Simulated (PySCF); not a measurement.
C6H9N2 (SMILES CCCc1c[n-]cn1) (charge −1)

The calculation's input:

```
{"job": {"kind": "uv", "xc": "CAM-B3LYP", "basis": "def2-SVPD", "dynamic": true, "nstates": 6, "ntriplets": 0}, "charge": -1, "multiplicity": 1}
C     -1.963725     0.852287    -0.307999
C     -1.533612    -0.601628    -0.444347
C     -0.394149    -0.974664     0.513412
C      0.924952    -0.343292     0.189467
C      2.115737    -0.960313    -0.199481
N      3.069527    -0.015857    -0.422479
C      2.415337     1.124550    -0.160517
N      1.129947     1.005836     0.213214
H     -1.067609     1.492941    -0.353800
H     -2.440664     1.027365     0.672465
H     -2.684381     1.148822    -1.089681
H     -2.400742    -1.271892    -0.279196
H     -1.186091    -0.788781    -1.475903
H     -0.265585    -2.071651     0.508883
H     -0.712432    -0.707908     1.542478
H      2.315160    -2.031396    -0.320979
H      2.902347     2.104960    -0.243033
```

Run with:

```sh
OMP_NUM_THREADS=1 python probes_run.py task.json out
```

Geometry: PBE0-D3(BJ)/def2-SVP.

These are results of CAM-B3LYP/def2-SVPD, SCF density, gas phase (PySCF), not measurements.

Q: What can the converged electron density and electron localisation function tell about the bonding?

A: C–N (1.34 Å): ρ is about 2.5 e/Å³ halfway; the ELF peaks at about 0.90 between the atoms (a covalent bond).
C–C (1.40 Å): the density is about 2.1 e/Å³ at the midpoint; the ELF peaks at about 0.95 between the atoms; localised, covalent bonding.
C–H (1.10 Å): ρ is about 1.9 e/Å³ halfway; the ELF climbs to about 1 towards the hydrogen, as it does in any bond to H: an ordinary covalent bond to hydrogen.
C–C (1.50 Å): the density is about 1.7 e/Å³ at the midpoint; the ELF peaks at about 0.95 between the atoms (a covalent bond).

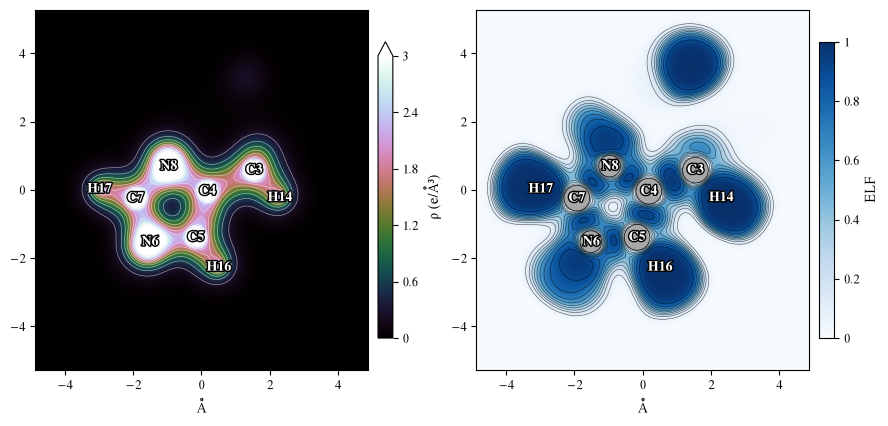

Computed electron density and electron localisation function on the plane of atoms C4, C5 and N6, in this order. Grey discs cover the atomic cores in the ELF map. 
